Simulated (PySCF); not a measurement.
# The bond of SnB, level by level

Aim: find the lowest electronic state of SnB, scan its bond at several levels of theory, and get bond length, wavenumber and dissociation energy from each curve.

Program: PySCF 2.14.0. Level of theory: Sn aug-cc-pVDZ-PP with ECP28, B aug-cc-pVDZ, scalar-relativistic core potentials. These are calculated values, not measurements.

**1. The job**

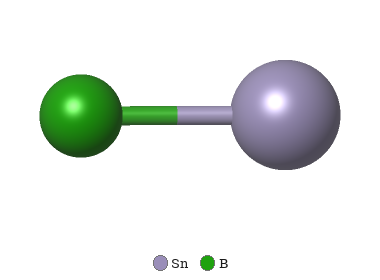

The two atoms at the starting distance (tin purple, boron green).

A driver script around PySCF takes these settings:

* atoms: Sn, B
* charge: 0
* basis: Sn aug-cc-pVDZ-PP with ECP28, B aug-cc-pVDZ
* Hamiltonian: scalar-relativistic core potentials
* basis functions: 55
* electrons treated: 27
* masses in u: 119.9022, 11.0093
* levels: PBE0, PBE, r²SCAN, TPSS, PBEsol, M06-L, HF, MP2, SCS-MP2, CCSD, CCSD(T)
* grid: 80 radial by 434 angular points
* occupations: held fixed by the projection of orbital angular momentum
* dissociation limit: Sn + B, each in its ground configuration
* starting distance in angstrom: 2.165
* values of 2S to try: 1, 3

Command:

```
> OMP_NUM_THREADS=1 python dia.py task.json out
```

After this run come: First curve: PBE0; Other states along the same grid; PBE (GGA); r²SCAN (meta-GGA); TPSS (meta-GGA); PBEsol (GGA); M06-L (meta-GGA); UHF (mean field); MP2 and coupled cluster.

Before running it: what results should come out? Wanted: for each run, Re; ωe; De; μ.

The runs gave:

Lowest PBE0 solution found, without spin–orbit coupling: ⁴Σ⁻ (quartet), unpaired electrons σ ↑, π ↑↑. State 2 has its PBE0 minimum 0.32 eV higher, as a spin-mixed determinant (⟨S²⟩ = 1.77), so this is no gap between pure states. State 3 has its PBE0 minimum 0.36 eV higher, as a spin-mixed determinant (⟨S²⟩ = 1.76), so this is no gap between pure states. State 4 has its PBE0 minimum 0.98 eV higher. The other levels ran on the lowest alone.

```tsv
level	Re (Å)	ωe (cm⁻¹)	De (eV)	μ (D)
UHF	2.160	567	1.45	-0.82
UHF-MP2	2.192	599	2.39	n/a
UHF-SCS-MP2	2.198	575	2.02	n/a
UHF-CCSD	2.215	525	2.12	n/a
UHF-CCSD(T)	2.224	523	2.29	n/a
PBE	2.214	525	2.98	-1.57
PBEsol	2.199	539	3.22	-1.50
TPSS	2.209	531	2.79	-1.46
r²SCAN	2.191	553	2.93	-1.27
M06-L	2.186	569	3.05	-1.69
PBE0	2.186	555	2.74	-1.44
```

De is counted to Sn + B in their ground configurations. A positive dipole means Sn(−)B(+).

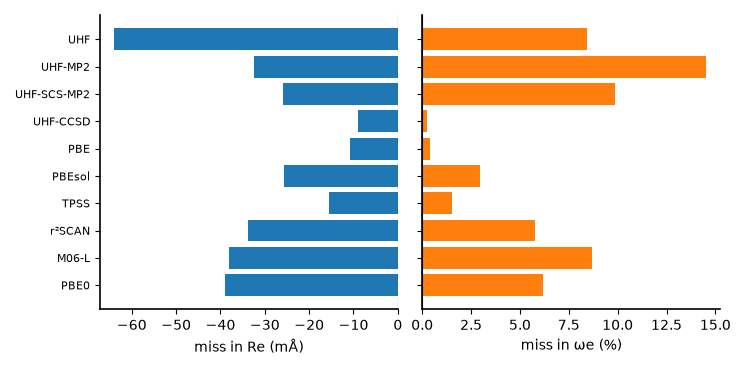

How far each level lies from CCSD(T) in the same basis.

Against CCSD(T) in the same basis, the bond length is nearest at UHF-CCSD (-9 mÅ) and farthest at UHF (-64 mÅ); the wavenumber is nearest at UHF-CCSD (+0.3 %) and farthest at UHF-MP2 (+14.5 %). Hartree–Fock makes the bond too short and too stiff against this reference, as it mostly does. CCSD(T) in a basis this small is itself some way from its limit, more so than the functionals. Of the levels with a De here, UHF gives the least (1.45 eV) and PBEsol the most (3.22 eV).

Correlated steps freeze 5 core orbitals. These are scalar-relativistic numbers at best; spin–orbit coupling would shift them, the dissociation energy most.
